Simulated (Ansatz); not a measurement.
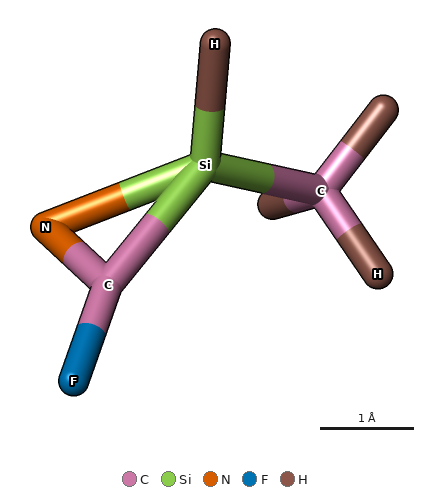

**Figure 1.** The structure (stick view, seen at a tilt). Bond lengths as drawn: C–F 1.34 Å, C–H 1.11 Å, C–N 1.28 Å, C–Si 1.80 to 1.88 Å, H–Si 1.50 Å and N–Si 1.86 Å.

## C₂H₄FNSi: phonon calculation

System: C₂H₄FNSi.
Method: RKS revPBE/def2-SVP (Ansatz 0.2.0).

It belongs to a series of runs on one base structure; here: vibrations at the highest image of the band.

**What the program printed**
```
Engine: ansatz 0.2.0, x86_64-unknown-linux-gnu
Functional definition: revPBE
  parameter kappa = 1.245
  parameter beta = 0.06672455060314922
  exchange = pbe_x(kappa = kappa, mu = beta*pi^2/3)
  correlation = pbe_c(beta = beta)
1064 factors; their error is unknown
mean field evaluation 1: about -14200.4018 eV, gradient 6.9e1 eV
mean field evaluation 2: about -14149.6975 eV, gradient 1.4e2 eV
mean field evaluation 4: about -14211.2720 eV, gradient 1.3e1 eV
mean field evaluation 8: about -14211.6620 eV, gradient 1.1e-1 eV
mean field evaluation 16: about -14211.5841 eV, gradient 1.8e-3 eV
mean field -14211.58405563 eV, -522.2660810868 hartree, gradient 1.7e-5 eV, S^2 0.000000; 0 other end points of the search recorded, 0 dependent functions left out
the calculation of the forces begins
reference -14211.58409351 eV, -522.2660824788 hartree; 23, 23 occupied and 71, 71 virtual orbitals, 1064 factors
these checks for a lower state are left out or cut short: stability, starts, cluster_reference, orbital_swaps, neighbouring_geometries, increment
1064 factors; their error is unknown
mean field -14211.58394821 eV, -522.2660771393 hartree, gradient 1.3e-6 eV, S^2 0.000000; 0 other end points of the search recorded, 0 dependent functions left out
[... from here on the field's lines of each further geometry are left out, up to the last ...]
the calculation of the forces begins
reference -14211.58406257 eV, -522.2660813418 hartree; 23, 23 occupied and 71, 71 virtual orbitals, 1064 factors
these checks for a lower state are left out or cut short: stability, starts, cluster_reference, orbital_swaps, neighbouring_geometries, increment
1064 factors; their error is unknown
mean field -14211.58398298 eV, -522.2660784167 hartree, gradient 1.6e-6 eV, S^2 0.000000; 0 other end points of the search recorded, 0 dependent functions left out
the calculation of the forces begins
reference -14211.58402085 eV, -522.2660798085 hartree; 23, 23 occupied and 71, 71 virtual orbitals, 1064 factors
WARN: phonons: modes at or below zero, which the zero-point energy, F, S and C_V leave out: 1, the lowest at -119.02 cm⁻¹. A minimum has none, and a first-order saddle one
Total energy: -14211.58409351 eV, -522.2660824788 hartree
Atom 0 at    -1.301914    -0.570954    -0.236783 Å, force     0.005405     0.008127    -0.003709 eV/Å
Atom 1 at     0.313318    -0.049541     0.582838 Å, force     0.036442     0.006134    -0.014397 eV/Å
Atom 2 at     1.901511    -0.193344    -0.380805 Å, force    -0.025936     0.003593     0.012807 eV/Å
Atom 3 at     1.538897     1.019808    -0.192360 Å, force     0.004036     0.000127    -0.004854 eV/Å
Atom 4 at     2.132109     2.147878    -0.604194 Å, force    -0.003702    -0.004063     0.002353 eV/Å
Atom 5 at    -1.093961    -1.309910    -1.038250 Å, force     0.000980    -0.008183     0.002519 eV/Å
Atom 6 at    -1.819074     0.293412    -0.699890 Å, force    -0.005398     0.001499     0.004946 eV/Å
Atom 7 at    -1.983497    -1.033958     0.504711 Å, force    -0.012755    -0.005559    -0.007933 eV/Å
Atom 8 at     0.401212    -0.349690     2.047534 Å, force     0.000928    -0.001676     0.008267 eV/Å
Dipole moment:    -0.626114    -0.093819     0.174318 e Å
Vibrations: -119.02 153.64 218.43 339.52 417.78 547.21 595.12 689.15 726.38 747.03 753.41 862.53 1220.38 1223.48 1381.87 1386.80 1641.56 2196.42 2978.80 3077.47 3086.34 cm⁻¹, zero-point energy 1.502895 eV
```

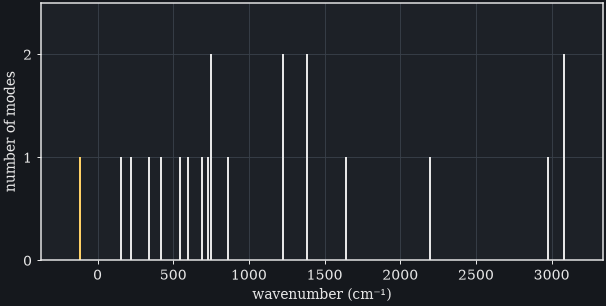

**Figure 2.** Harmonic vibrational wavenumbers from the force constants; neighbouring modes closer than 15 cm⁻¹ are counted in one stick, and imaginary ones are drawn at negative wavenumbers. 21 modes from 119i to 3086 cm⁻¹, 1 imaginary beyond 8i (119i cm⁻¹): a first-order saddle point, if the geometry is stationary.

The run was set up as follows.

**Input file**
```yaml
crystal:
  periodic: [false, false, false]
  atoms:
    - { symbol: C, position_ang: [-1.301914, -0.570954, -0.236783] }
    - { symbol: Si, position_ang: [0.313318, -0.049541, 0.582838] }
    - { symbol: "N", position_ang: [1.901511, -0.193344, -0.380805] }
    - { symbol: C, position_ang: [1.538897, 1.019808, -0.19236] }
    - { symbol: F, position_ang: [2.132109, 2.147878, -0.604194] }
    - { symbol: H, position_ang: [-1.093961, -1.30991, -1.03825] }
    - { symbol: H, position_ang: [-1.819074, 0.293412, -0.69989] }
    - { symbol: H, position_ang: [-1.983497, -1.033958, 0.504711] }
    - { symbol: H, position_ang: [0.401212, -0.34969, 2.047534] }
basis:
  gaussian: { orbitals: def2-SVP }
hamiltonian:
  xc: revpbe
phonons: {}
```

Command:
```bash
ansatz run input.yaml --threads 2 --pin off --max-ram 3072MiB --backend cpu --events-out ev --progress --plain --runs-dir out
```

**Summary**

```tsv
quantity	value
outcome	converged
total energy	−14211.5841 eV
mean-field energy	−14211.5841 eV
largest force (length of the vector)	0.040 eV/Å
hardware	2 threads of AMD EPYC (Zen 5), 128 GiB of memory available, shared host
wall time	17 s (CPU time 32 s)
peak memory	0.14 GiB
```
